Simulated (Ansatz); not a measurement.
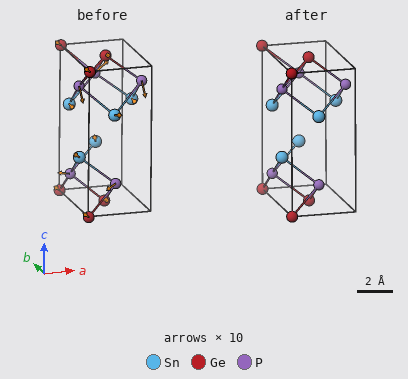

The structure of solid Sn2GeP2 (a generated structure, set up in P1) (coarse preliminary run) before (left) and after (right) a relaxation, at one scale. The orange arrows give the displacements (the part carried along by the change of the cell is left out), magnified 10 times.

The picture is a ball-and-stick view of the cell of the calculation, seen slightly off an axis.

All numbers below come from DFT PBE, scalar-relativistic, plane waves, PAW in Ansatz.

The input:
```yaml
crystal:
  lattice:
    - [1.8867442711, -3.3139421613, -0.0375864267]
    - [-5.7761610109, -3.3808733373, 0.1107511034]
    - [0.1684010021, -0.0013162394, -8.8672707126]
  atoms:
    - { symbol: Sn, position: [-0.0012107314, 0.673772436, 0.6512860829] }
    - { symbol: Sn, position: [0.4863972514, 0.1606130769, 0.6512345112] }
    - { symbol: Sn, position: [0.502701282, 0.8394351184, 0.3441251807] }
    - { symbol: Sn, position: [1.0115698318, 0.3432371207, 0.3455686551] }
    - { symbol: Ge, position: [0.0115925953, 1.0036318066, 0.9959146596] }
    - { symbol: Ge, position: [0.4901778524, 0.4971381422, 1.0007872869] }
    - { symbol: P, position: [0.0189977384, 0.6650424917, 0.1726231162] }
    - { symbol: P, position: [0.5115837477, 0.1606648702, 0.1794663453] }
    - { symbol: P, position: [0.4736504199, 0.8224713033, 0.8200829543] }
    - { symbol: P, position: [0.9945400126, 0.3339936341, 0.8389112079] }
basis:
  ecutwfc: 420
kpoints:
  mp_grid: { grid: [6, 4, 4] }
hamiltonian:
  xc: pbe
scf:
  occupations: { method: gaussian, width: 0.2 }
  lower_state_search: "off"
output:
  forces: true
  stress: true
  eigenvalues: true
relax:
  adjacent_minimum: "off"
  f_tol: 0.025
  max_steps: 60
  cell: { stress_tol: 0.25 }
```

Run as
```bash
ansatz run input.yaml --threads 1 --pin off --max-ram 2560MiB --backend cpu --events-out ev --progress --plain --runs-dir out
```

Describe what moved and what it gained.

The run was cut off at its time limit before the program reported convergence, but its last step already meets the force threshold: the largest component is 0.0048 eV/Å against 0.025 eV/Å. The pressure is within 0.03 GPa of its target. The atom that moves furthest relative to the cell is P9 (0.13 Å roughly along [3 1 1]). Largest moves by element: P 0.13 Å, Sn 0.07 Å, Ge 0.06 Å. Cell: a 3.814 → 3.872 Å (+1.5 %), b 6.694 → 6.654 Å (−0.6 %), c 8.869 → 8.735 Å (−1.5 %), α 91.9° → 90.8°, β 88.9° → 90.0°, γ 89.3° → 90.0°. Volume −0.5 %. Near-neighbour distances that change, for instance: Ge5–P9 2.858 → 2.694 Å, Sn1–P10 2.862 → 2.707 Å, Sn1–P9 2.561 → 2.709 Å, Ge6–P7 2.559 → 2.691 Å. Among the angles between lasting bonds that change: Sn1–P9–Ge5 172.8° → 179.5°, P8–Ge5–P9 92.8° → 88.1°, P8–Ge5–P9 175.3° → 179.9°. The space group (tolerance 0.01 Å) goes from P1 (No. 1) to C2/m (No. 12). Over 3 geometry steps the energy falls by 19.7 meV per atom. Largest force component: 0.6 eV/Å at the start, 0.0048 eV/Å at the end. Pressure: 0.72 GPa at the start and 0.03 GPa at the end.

Limits of the set-up: layers or molecules are held without a dispersion correction, so their spacing is unreliable.
